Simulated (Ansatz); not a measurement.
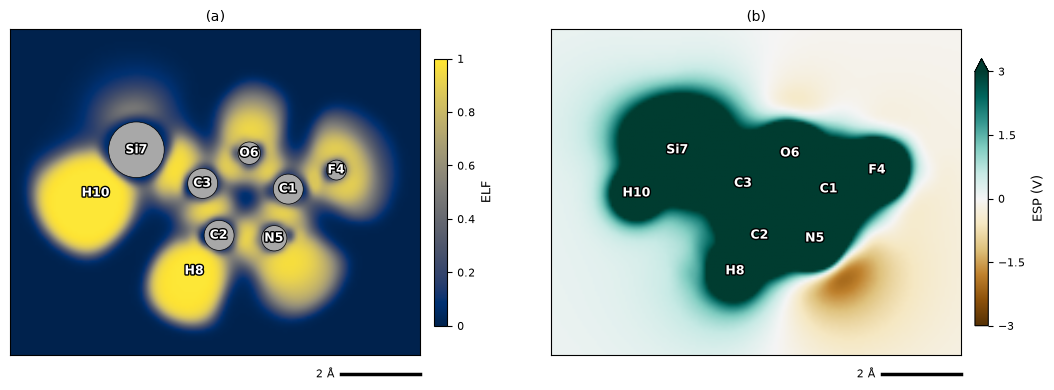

*C3H4FNOSi (SMILES Fc1ncc([SiH3])o1). (a) ELF; (b) molecular electrostatic potential on the plane of atoms C1, N5 and C2. Grey discs cover the atomic cores in the ELF map.*

Geometry: B3LYP-D3(BJ)/def2-SVP.

Level of theory: Ansatz 0.2.0, isolated molecule in a Gaussian basis; Kohn-Sham density functional theory, functional PBE0.

```tsv
atom	x (Å)	y (Å)	z (Å)
C	-3.2277	0.2816	1.4827
C	-1.3728	1.0384	2.0853
C	-1.1197	0.1941	1.0375
F	-4.4807	-0.0304	1.3132
N	-2.7329	1.0825	2.3577
O	-2.3670	-0.3006	0.6492
Si	0.4248	-0.3507	0.1382
H	-0.6564	1.6202	2.6631
H	0.3540	0.0208	-1.3024
H	1.5539	0.3592	0.7984
H	0.6069	-1.8247	0.2496
```

### Interpret the plot.

- The section cuts through C, F, N, O, Si and H sites.
- C–N (1.29 Å): the ELF peaks at about 0.90 between the atoms; localised, covalent bonding.
- C–F (1.30 Å): the ELF peaks at about 0.85 between the atoms; a polar covalent bond.
- C–O (1.33 Å): the ELF peaks at about 0.90 between the atoms: a polar covalent bond.
- C–C (1.37 Å): the ELF peaks at about 0.95 between the atoms; localised, covalent bonding.
- C–Si (1.87 Å): the ELF peaks at about 1 between the atoms: localised, covalent bonding.
- The ELF also peaks beside N5, F4 and O6, away from the bonds: lone-pair regions.
- Outside the dense part of the molecule the potential is most negative (−2.1 V) near N5.
